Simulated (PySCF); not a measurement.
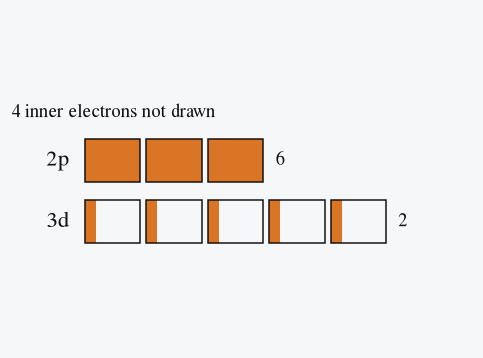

*The outer shells of the nominal configuration: a box for each of the 2l + 1 orbitals, shaded by the share of the shell that is filled, with the electron count at the right.*

# Atomic calculation, with input and output: Si²⁺

Si²⁺, configuration 1s2 2s2 2p6 3d2, multiplicity 3. Level asked for: unrestricted CCSD(T), aug-cc-pCVTZ-DK plus 1 even-tempered diffuse shell per l, spin-free X2C-1e, Gaussian nucleus (PySCF).

## Outcome

- outcome: not converged
- CCSD correlation: −0.284214 hartree
- T1 diagnostic: 0.012
- hardware: 1 CPU thread, shared host
- CPU time: 2.5 min (integrals apart)

## Diagnosis

The run did not meet its convergence test, so its last values are not results. This is not the ground configuration of the species. Caveats: largest double amplitude above 0.15.

## The input
```python
from pyscf import gto, scf, dft, mp, cc
import basis_set_exchange as bse
mol = gto.M(atom="Si 0 0 0", charge=2, spin=2, symmetry="D2h",
            basis=gto.basis.parse(bse.get_basis("aug-cc-pCVTZ-DK", elements=["Si"], fmt="nwchem", augment_diffuse=1)),
            nucmod="G")
mf = scf.UHF(mol).sfx2c1e()
mf.irrep_nelec = {'Ag': (3, 2), 'B1g': (1, 0), 'B1u': (1, 1), 'B2u': (1, 1), 'B3u': (1, 1)}
mf.kernel()
mycc = cc.CCSD(mf, frozen=1).run()
mycc.ccsd_t()
```

The script is an equivalent of what the driver set up; the driver started from orbitals of its own, so the log can be shorter than this script's would be, and it computed the properties (radii, ⟨L²⟩, response) afterwards. It held the occupations shell by shell, which the script's counts by irreducible representation don't always enforce.

## Log (extracts)
```
CC2 = 0
CCSD nocc = (np.int64(6), np.int64(4)), nmo = (90, 90)
frozen orbitals [[0], [0]]
max_cycle = 100
direct = 0
conv_tol = 1e-08
conv_tol_normt = 1e-06
diis_space = 8
diis_start_cycle = 0
Init t2, MP2 energy = -0.279131988902847
Init E_corr(UCCSD) = -0.279131988904124
cycle = 1  E_corr(UCCSD) = -0.287244147632431  dE = -0.00811215873  norm(t1,t2) = 0.0770198
cycle = 2  E_corr(UCCSD) = -0.291164172383681  dE = -0.00392002475  norm(t1,t2) = 0.079713
cycle = 3  E_corr(UCCSD) = -0.28139891841505  dE = 0.00976525397  norm(t1,t2) = 0.0881222
cycle = 4  E_corr(UCCSD) = -0.28392163583824  dE = -0.00252271742  norm(t1,t2) = 0.054325
cycle = 5  E_corr(UCCSD) = -0.281736805055335  dE = 0.00218483078  norm(t1,t2) = 0.0348537
cycle = 6  E_corr(UCCSD) = -0.28489544537064  dE = -0.00315864032  norm(t1,t2) = 0.0234033
cycle = 7  E_corr(UCCSD) = -0.285031072809262  dE = -0.000135627439  norm(t1,t2) = 0.0711274
cycle = 8  E_corr(UCCSD) = -0.284075304978814  dE = 0.00095576783  norm(t1,t2) = 0.0082971
cycle = 9  E_corr(UCCSD) = -0.284103937592519  dE = -2.86326137e-05  norm(t1,t2) = 0.00196315
cycle = 10  E_corr(UCCSD) = -0.28424094114258  dE = -0.00013700355  norm(t1,t2) = 0.00238423
cycle = 11  E_corr(UCCSD) = -0.284249266172655  dE = -8.32503008e-06  norm(t1,t2) = 0.00147163
cycle = 12  E_corr(UCCSD) = -0.284229971286226  dE = 1.92948864e-05  norm(t1,t2) = 0.000998213
cycle = 13  E_corr(UCCSD) = -0.284235663037696  dE = -5.69175147e-06  norm(t1,t2) = 0.000532956
cycle = 14  E_corr(UCCSD) = -0.284236686213142  dE = -1.02317545e-06  norm(t1,t2) = 0.00074932
cycle = 15  E_corr(UCCSD) = -0.284237096135516  dE = -4.09922374e-07  norm(t1,t2) = 0.00108912
cycle = 16  E_corr(UCCSD) = -0.284237298014623  dE = -2.01879107e-07  norm(t1,t2) = 0.000205083
cycle = 17  E_corr(UCCSD) = -0.284233541179524  dE = 3.7568351e-06  norm(t1,t2) = 0.000632726
cycle = 18  E_corr(UCCSD) = -0.284234389581954  dE = -8.48402429e-07  norm(t1,t2) = 0.000205732
cycle = 19  E_corr(UCCSD) = -0.284234072802744  dE = 3.16779209e-07  norm(t1,t2) = 0.00017509
cycle = 20  E_corr(UCCSD) = -0.284234087646583  dE = -1.48438383e-08  norm(t1,t2) = 0.000163601
cycle = 21  E_corr(UCCSD) = -0.284233748121318  dE = 3.39525264e-07  norm(t1,t2) = 4.08018e-05
cycle = 22  E_corr(UCCSD) = -0.284233565887823  dE = 1.82233495e-07  norm(t1,t2) = 8.16019e-05
cycle = 23  E_corr(UCCSD) = -0.284233593820155  dE = -2.79323319e-08  norm(t1,t2) = 9.86171e-05
cycle = 24  E_corr(UCCSD) = -0.284233543708522  dE = 5.01116327e-08  norm(t1,t2) = 0.000167687
cycle = 25  E_corr(UCCSD) = -0.28423369776197  dE = -1.54053448e-07  norm(t1,t2) = 0.000168364
cycle = 26  E_corr(UCCSD) = -0.284233754069965  dE = -5.63079949e-08  norm(t1,t2) = 0.000168654
cycle = 27  E_corr(UCCSD) = -0.284233725432179  dE = 2.86377858e-08  norm(t1,t2) = 0.00032541
cycle = 28  E_corr(UCCSD) = -0.284233695758184  dE = 2.96739951e-08  norm(t1,t2) = 0.000191317
cycle = 29  E_corr(UCCSD) = -0.284233234601254  dE = 4.6115693e-07  norm(t1,t2) = 0.000134476
cycle = 30  E_corr(UCCSD) = -0.284232957684427  dE = 2.76916828e-07  norm(t1,t2) = 0.000593753
cycle = 31  E_corr(UCCSD) = -0.284233112565656  dE = -1.54881229e-07  norm(t1,t2) = 0.000745923
cycle = 32  E_corr(UCCSD) = -0.284232999593181  dE = 1.12972475e-07  norm(t1,t2) = 0.00206281
cycle = 33  E_corr(UCCSD) = -0.284233093293087  dE = -9.3699906e-08  norm(t1,t2) = 0.000972564
cycle = 34  E_corr(UCCSD) = -0.284233116573265  dE = -2.32801781e-08  norm(t1,t2) = 0.000638755
cycle = 35  E_corr(UCCSD) = -0.284233149921642  dE = -3.33483767e-08  norm(t1,t2) = 0.000607954
cycle = 36  E_corr(UCCSD) = -0.284233146896753  dE = 3.02488834e-09  norm(t1,t2) = 0.000707599
cycle = 37  E_corr(UCCSD) = -0.284233396567184  dE = -2.4967043e-07  norm(t1,t2) = 0.000589004
cycle = 38  E_corr(UCCSD) = -0.284232503272599  dE = 8.93294585e-07  norm(t1,t2) = 0.00282659
cycle = 39  E_corr(UCCSD) = -0.284232455427932  dE = 4.78446672e-08  norm(t1,t2) = 0.00555021
cycle = 40  E_corr(UCCSD) = -0.284232443209137  dE = 1.22187955e-08  norm(t1,t2) = 0.00584529
cycle = 41  E_corr(UCCSD) = -0.284232443895983  dE = -6.86846746e-10  norm(t1,t2) = 0.0037784
cycle = 42  E_corr(UCCSD) = -0.284232345105733  dE = 9.879025e-08  norm(t1,t2) = 0.00334523
cycle = 43  E_corr(UCCSD) = -0.284232268704585  dE = 7.64011485e-08  norm(t1,t2) = 0.00279594
cycle = 44  E_corr(UCCSD) = -0.284232292754862  dE = -2.40502769e-08  norm(t1,t2) = 0.00331327
cycle = 45  E_corr(UCCSD) = -0.28423209845545  dE = 1.94299412e-07  norm(t1,t2) = 0.00448614
cycle = 46  E_corr(UCCSD) = -0.284231629446225  dE = 4.69009225e-07  norm(t1,t2) = 0.0102377
cycle = 47  E_corr(UCCSD) = -0.284231288350993  dE = 3.41095232e-07  norm(t1,t2) = 0.00648005
cycle = 48  E_corr(UCCSD) = -0.284231243987296  dE = 4.43636979e-08  norm(t1,t2) = 0.00615994
cycle = 49  E_corr(UCCSD) = -0.284231404716259  dE = -1.60728964e-07  norm(t1,t2) = 0.00653456
cycle = 50  E_corr(UCCSD) = -0.284231199716022  dE = 2.05000238e-07  norm(t1,t2) = 0.00817155
cycle = 51  E_corr(UCCSD) = -0.284231171475416  dE = 2.82406056e-08  norm(t1,t2) = 0.00865572
cycle = 52  E_corr(UCCSD) = -0.284231065864817  dE = 1.05610599e-07  norm(t1,t2) = 0.00809809
cycle = 53  E_corr(UCCSD) = -0.284229995415728  dE = 1.07044909e-06  norm(t1,t2) = 0.046534
cycle = 54  E_corr(UCCSD) = -0.284230260253762  dE = -2.64838034e-07  norm(t1,t2) = 0.0265747
cycle = 55  E_corr(UCCSD) = -0.284230267351943  dE = -7.09818093e-09  norm(t1,t2) = 0.0334047
cycle = 56  E_corr(UCCSD) = -0.284230103658712  dE = 1.63693231e-07  norm(t1,t2) = 0.00633497
cycle = 57  E_corr(UCCSD) = -0.284230107147256  dE = -3.4885439e-09  norm(t1,t2) = 0.0166452
cycle = 58  E_corr(UCCSD) = -0.284229946687182  dE = 1.60460074e-07  norm(t1,t2) = 0.021791
cycle = 59  E_corr(UCCSD) = -0.284230059423728  dE = -1.12736546e-07  norm(t1,t2) = 0.0214377
cycle = 60  E_corr(UCCSD) = -0.2842288921783  dE = 1.16724543e-06  norm(t1,t2) = 0.022632
cycle = 61  E_corr(UCCSD) = -0.284229070454658  dE = -1.78276359e-07  norm(t1,t2) = 0.0291353
cycle = 62  E_corr(UCCSD) = -0.284228928228492  dE = 1.42226166e-07  norm(t1,t2) = 0.024418
cycle = 63  E_corr(UCCSD) = -0.284229225721411  dE = -2.97492919e-07  norm(t1,t2) = 0.0406921
cycle = 64  E_corr(UCCSD) = -0.284228372588057  dE = 8.53133354e-07  norm(t1,t2) = 0.0136464
cycle = 65  E_corr(UCCSD) = -0.284228020134189  dE = 3.52453868e-07  norm(t1,t2) = 0.0822703
cycle = 66  E_corr(UCCSD) = -0.284228034302335  dE = -1.41681464e-08  norm(t1,t2) = 0.10573
cycle = 67  E_corr(UCCSD) = -0.284227951343081  dE = 8.29592546e-08  norm(t1,t2) = 0.0929352
cycle = 68  E_corr(UCCSD) = -0.284227590598405  dE = 3.60744675e-07  norm(t1,t2) = 0.0899088
cycle = 69  E_corr(UCCSD) = -0.284227593538305  dE = -2.93989988e-09  norm(t1,t2) = 0.0964192
cycle = 70  E_corr(UCCSD) = -0.284227723162914  dE = -1.29624609e-07  norm(t1,t2) = 0.0931979
cycle = 71  E_corr(UCCSD) = -0.284227756585473  dE = -3.3422559e-08  norm(t1,t2) = 0.0963862
cycle = 72  E_corr(UCCSD) = -0.28422902415923  dE = -1.26757376e-06  norm(t1,t2) = 0.105556
cycle = 73  E_corr(UCCSD) = -0.284229244130743  dE = -2.19971514e-07  norm(t1,t2) = 0.714799
cycle = 74  E_corr(UCCSD) = -0.28422892999085  dE = 3.14139894e-07  norm(t1,t2) = 0.814446
cycle = 75  E_corr(UCCSD) = -0.284228069602907  dE = 8.60387943e-07  norm(t1,t2) = 0.862897
cycle = 76  E_corr(UCCSD) = -0.284226707153287  dE = 1.36244962e-06  norm(t1,t2) = 0.862609
cycle = 77  E_corr(UCCSD) = -0.284226260736663  dE = 4.46416624e-07  norm(t1,t2) = 0.282988
cycle = 78  E_corr(UCCSD) = -0.28422642934046  dE = -1.68603797e-07  norm(t1,t2) = 0.193898
cycle = 79  E_corr(UCCSD) = -0.284227030273849  dE = -6.0093339e-07  norm(t1,t2) = 0.323045
cycle = 80  E_corr(UCCSD) = -0.284223528739688  dE = 3.50153416e-06  norm(t1,t2) = 0.434863
cycle = 81  E_corr(UCCSD) = -0.284223750882594  dE = -2.22142907e-07  norm(t1,t2) = 0.970127
cycle = 82  E_corr(UCCSD) = -0.284225040963734  dE = -1.29008114e-06  norm(t1,t2) = 1.13591
cycle = 83  E_corr(UCCSD) = -0.284224617637138  dE = 4.23326596e-07  norm(t1,t2) = 1.05932
cycle = 84  E_corr(UCCSD) = -0.284224708062361  dE = -9.04252225e-08  norm(t1,t2) = 1.28468
cycle = 85  E_corr(UCCSD) = -0.284224444225386  dE = 2.63836975e-07  norm(t1,t2) = 0.984813
cycle = 86  E_corr(UCCSD) = -0.284224221248251  dE = 2.22977135e-07  norm(t1,t2) = 0.863568
cycle = 87  E_corr(UCCSD) = -0.284225914989781  dE = -1.69374153e-06  norm(t1,t2) = 1.38318
cycle = 88  E_corr(UCCSD) = -0.284222588514748  dE = 3.32647503e-06  norm(t1,t2) = 5.30652
cycle = 89  E_corr(UCCSD) = -0.284220278004653  dE = 2.31051009e-06  norm(t1,t2) = 4.9786
cycle = 90  E_corr(UCCSD) = -0.284221811397858  dE = -1.53339321e-06  norm(t1,t2) = 2.90841
cycle = 91  E_corr(UCCSD) = -0.28422227113676  dE = -4.59738902e-07  norm(t1,t2) = 1.2173
cycle = 92  E_corr(UCCSD) = -0.284222426033476  dE = -1.54896717e-07  norm(t1,t2) = 0.859423
cycle = 93  E_corr(UCCSD) = -0.284222962587509  dE = -5.36554033e-07  norm(t1,t2) = 1.33708
cycle = 94  E_corr(UCCSD) = -0.28421798913211
```

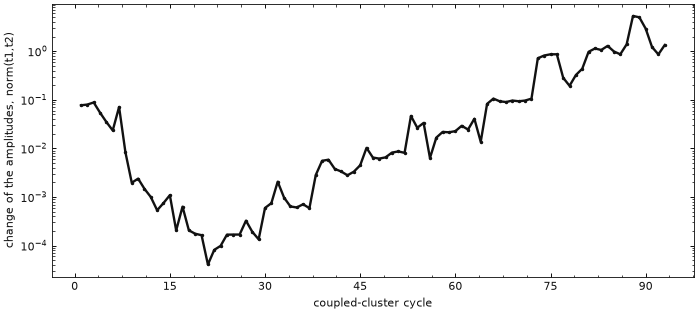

*Convergence: change of the amplitudes, norm(t1,t2) against the coupled-cluster cycle.*

The residual ends far above where it began (0.08 at the start, 1.3 at the end), so the iteration has run away. It goes from 0.077 to 1.3 in 93 steps.
